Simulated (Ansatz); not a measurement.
# AgC₁₈ (slab): what the fields show

Input file:

```
crystal:
  lattice:
    - [7.398, 0.0, 0.0]
    - [-3.699, 6.406856, 0.0]
    - [0.0, 0.0, 13.0]
  atoms:
    - { symbol: C, position: [0.0, 0.0, 0.0769231] }
    - { symbol: C, position: [0.2222222, 0.1111111, 0.0769231] }
    - { symbol: C, position: [0.0, 0.3333333, 0.0769231] }
    - { symbol: C, position: [0.2222222, 0.4444444, 0.0769231] }
    - { symbol: C, position: [0.0, 0.6666667, 0.0769231] }
    - { symbol: C, position: [0.2222222, 0.7777778, 0.0769231] }
    - { symbol: C, position: [0.3333333, 0.0, 0.0769231] }
    - { symbol: C, position: [0.5555556, 0.1111111, 0.0769231] }
    - { symbol: C, position: [0.3333333, 0.3333333, 0.0769231] }
    - { symbol: C, position: [0.5555556, 0.4444444, 0.0769231] }
    - { symbol: C, position: [0.3333333, 0.6666667, 0.0769231] }
    - { symbol: C, position: [0.5555556, 0.7777778, 0.0769231] }
    - { symbol: C, position: [0.6666667, 0.0, 0.0769231] }
    - { symbol: C, position: [0.8888889, 0.1111111, 0.0769231] }
    - { symbol: C, position: [0.6666667, 0.3333333, 0.0769231] }
    - { symbol: C, position: [0.8888889, 0.4444444, 0.0769231] }
    - { symbol: C, position: [0.6666667, 0.6666667, 0.0769231] }
    - { symbol: C, position: [0.8888889, 0.7777778, 0.0769231] }
    - { symbol: Ag, position: [0.707564, 0.6358716, 0.2469231], spin: 1.0 }
magnetization:
  spin_polarized: true
basis:
  ecutwfc: 420.0
kpoints:
  mp_grid: { grid: [2, 2, 1] }
hamiltonian:
  xc: pbe
scf:
  occupations: { method: gaussian, width: 0.02 }
  lower_state_search: "off"
relax:
  f_tol: 0.03
  max_steps: 60
  adjacent_minimum: "off"
output:
  write_density: true
  write_potential: true
  elf: true
  volumetric_format: npy
```

Command:

```sh
ansatz run input.yaml --threads 2 --pin off --max-ram 5120MiB --backend cpu --events-out ev --progress --plain --runs-dir out
```

The fields are those of the relaxed geometry.

Spin-polarised.

Theory: Ansatz, DFT PBE, scalar-relativistic, plane waves, PAW.

The density is the valence pseudo-density of a PAW calculation; it isn't the true density close to the nuclei.

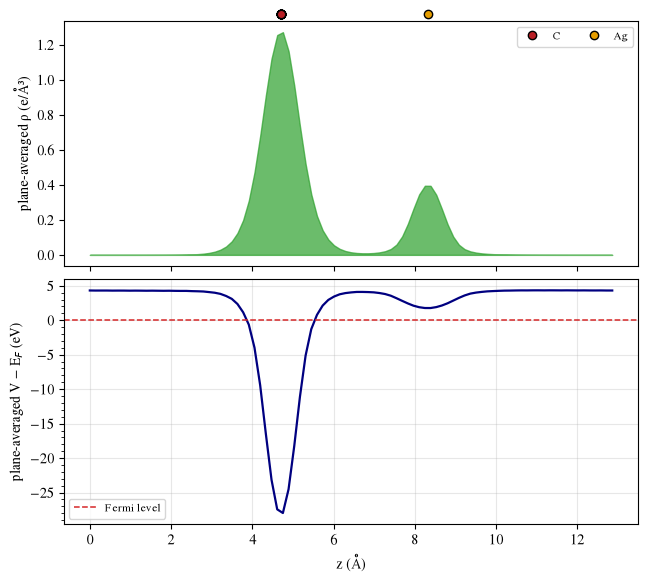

Figure 1. Plane average of the electrostatic potential energy of an electron and of the valence electron density across the slab. Circles mark the heights of the atoms.

Question: How far above the Fermi level of the calculation is the vacuum level?

Answer: 4.3 eV. The slab has a gap, so the Fermi level lies inside it and this isn't a work function in the metallic sense.

Question: What are the slab's thickness and the vacuum gap?

Answer: The outermost nuclei are 3.6 Å apart, in 2 atomic planes; the vacuum between periodic images is 9.4 Å wide.

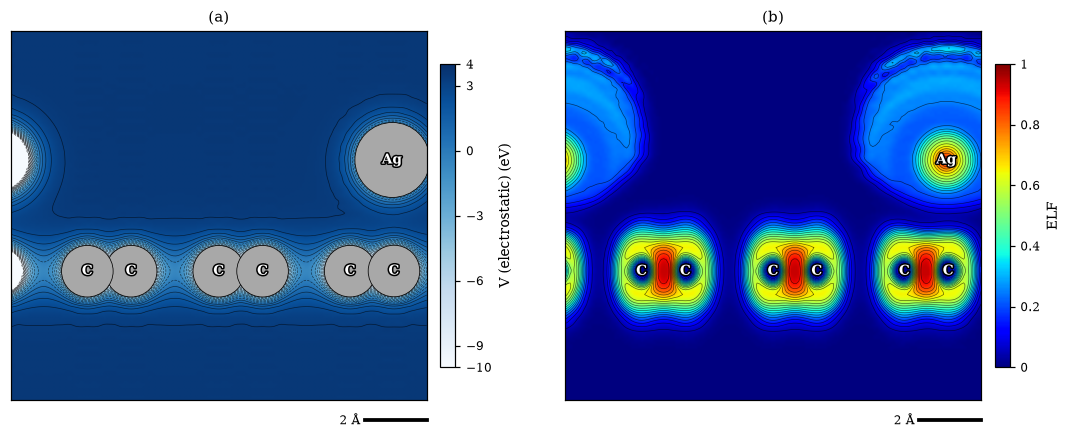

Figure 2. (a) electrostatic potential (local pseudopotential plus Hartree) felt by an electron; (b) electron localisation function on the (110) plane of the calculation cell, a cut from vacuum to vacuum. Grey discs cover the atomic cores in the potential map.

Question: Interpret the plot.

Answer: Atoms in the plane: C and Ag.
C–C (1.42 Å): the ELF peaks at about 0.95 between the atoms: a covalent bond.
Ag–C (3.61 Å): the ELF is about 0.05 at the midpoint (no localised pair shows between them).
The features right at Ag lie inside the PAW spheres, where the map follows smoothed inner orbitals and isn't to be read closely.
Outside the cores the potential energy rises away from the atoms and is highest in the vacuum; its zero is arbitrary.

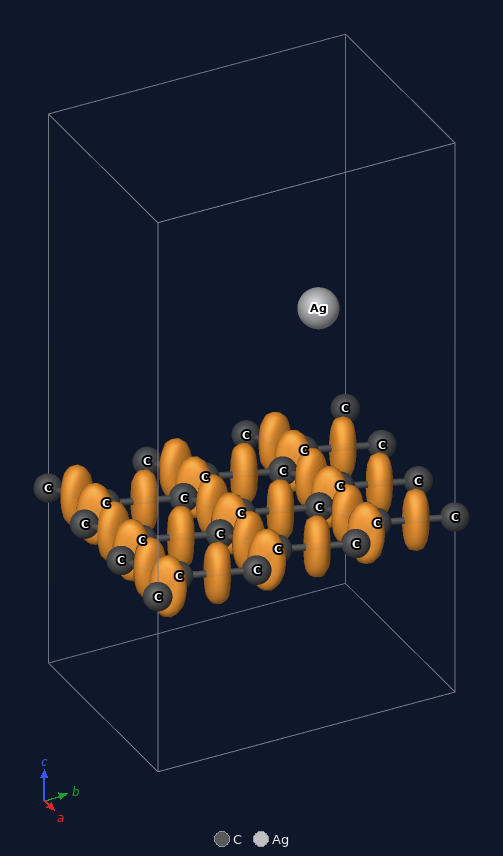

Figure 3. Isosurface of the electron localisation function at 0.85 (orange), seen slightly off an axis. Core shells and regions of very low density are left out. Sticks mark near contacts.

Question: Identify the bonds, lone pairs and shells in this picture.

Answer: The ELF exceeds this value in 27 regions between bonded C–C atoms (shared pairs), counted in one cell of 19 atoms. Counts are for one cell; the picture repeats the cell along the surface.
